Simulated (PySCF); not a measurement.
C₆H₁₂N₂Si₂

```csv
atom,x (Å),y (Å),z (Å)
C,3.1668,-0.1837,0.6036
C,3.2903,0.5423,-0.6108
C,2.0172,0.7026,-1.1158
N,1.1318,0.0970,-0.2639
C,-0.3073,0.1001,-0.4226
C,-1.0460,1.0693,0.5176
Si,-2.8944,0.6792,0.4107
N,-2.7808,-1.0230,0.0330
Si,-1.1693,-1.6049,-0.2814
C,1.8245,-0.4412,0.7894
H,3.9714,-0.4922,1.2684
H,4.2088,0.9040,-1.0691
H,1.6650,1.1978,-2.0189
H,-0.4995,0.4119,-1.4636
H,-0.7251,0.8883,1.5580
H,-0.8018,2.1191,0.2874
H,-3.6163,0.9485,1.6930
H,-3.5840,1.4696,-0.6599
H,-3.5909,-1.6324,0.0169
H,-0.6065,-2.4409,0.8251
H,-1.0601,-2.3918,-1.5473
H,1.3087,-0.9669,1.5901
```

Geometry: PBE0-D3(BJ)/def2-SVP.

These are results of PySCF 2.14.0, PBE0/pcSseg-1, SCF density, gas phase, non-relativistic, not measurements.

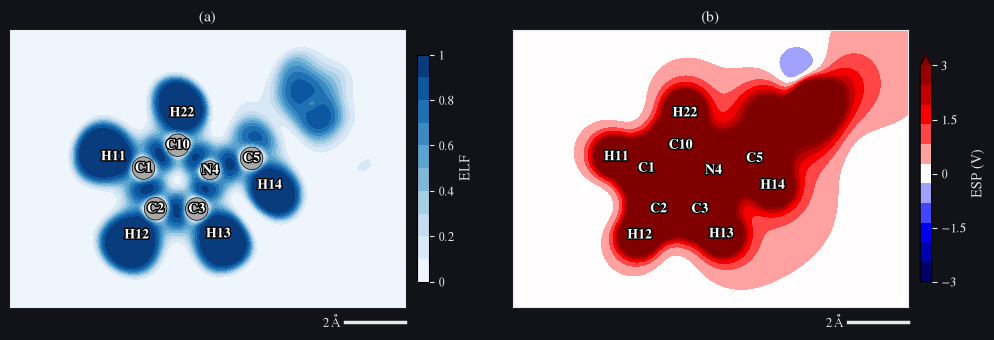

Figure 1. (a) electron localisation function; (b) electrostatic potential on the plane of atoms N4, C10 and H22. Grey discs cover the atomic cores in the ELF map.

Q: Describe what can be read from this map.

A: Atoms in the plane: C, N and H.
C–N (1.37 Å): the ELF peaks at about 0.90 between the atoms: localised, covalent bonding.
C–C (1.38 Å): the ELF peaks at about 0.95 between the atoms: a covalent bond.
C–C (1.42 Å): the ELF peaks at about 0.95 between the atoms; a covalent bond.
C–N (1.45 Å): the ELF peaks at about 0.95 between the atoms (a shared electron pair).
Outside the dense part of the molecule the potential is most negative (−0.7 V) near N8, which lies off the plane.

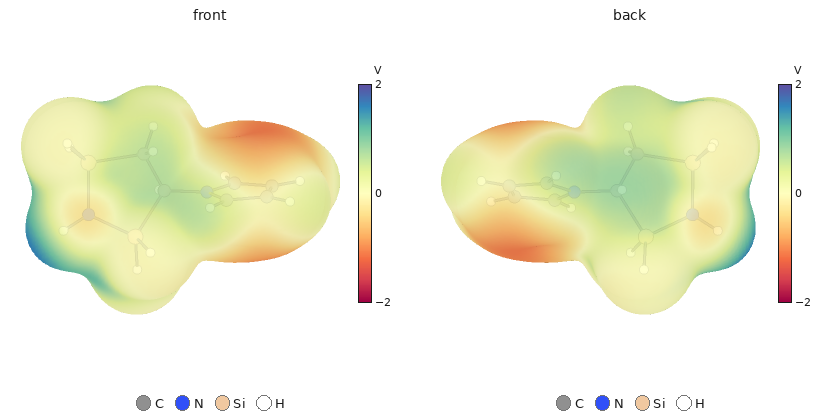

Figure 2. The molecular electrostatic potential painted on the density surface at 0.001 e/bohr³, seen from the front and from behind; red is negative and blue positive.

Q: Where is the surface potential most negative and most positive?

A: The most negative region (about −1.1 V) lies over the π face of C1 and C2, the most positive (about +1.6 V) over H19.
